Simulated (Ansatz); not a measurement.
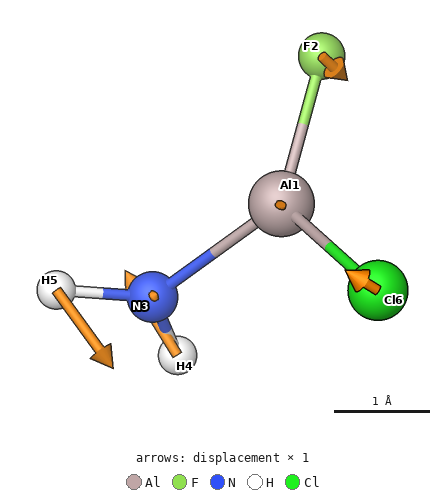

A relaxation of AlNH2ClF. The starting structure is drawn; orange arrows show the displacements, at their true length. The two geometries are superimposed by the best rigid fit.

A ball-and-stick model, seen from a free direction.

The run prepares the start of a later molecular dynamics calculation, from a guessed geometry.

Computed with RHF/6-31G (Ansatz 0.2.0). Settings: no spin polarisation; force threshold 0.02 eV/Å; at most 40 steps.

**Describe the change and its energy.**

After 11 accepted moves (13 points after the start) the energy has fallen by 19.2 kcal/mol. Largest force component: 2.8 eV/Å at the start, 0.0043 eV/Å at the end. The line search rejected the trial steps at points 4, 12 of the run. The atom that moves furthest after the best rigid fit is H4 (1.06 Å). Largest moves by element: H 1.06 Å, F 0.45 Å, Cl 0.45 Å, Al 0.09 Å, N 0.08 Å. Near-neighbour distances that change, for instance: Al1–N3 1.920 → 1.758 Å, N3–H4 1.060 → 0.997 Å, Al1–Cl6 2.230 → 2.173 Å, Al1–F2 1.690 → 1.681 Å. Bond angles that change, for instance: H4–N3–H5 120.0° → 111.4°, Al1–N3–H4 120.0° → 124.2°, F2–Al1–Cl6 120.0° → 117.4°. Groups turn about Al1–N3 by about 90°.

Limits of the set-up: the basis has no polarisation functions, which atoms past neon need; Hartree-Fock leaves out electron correlation.
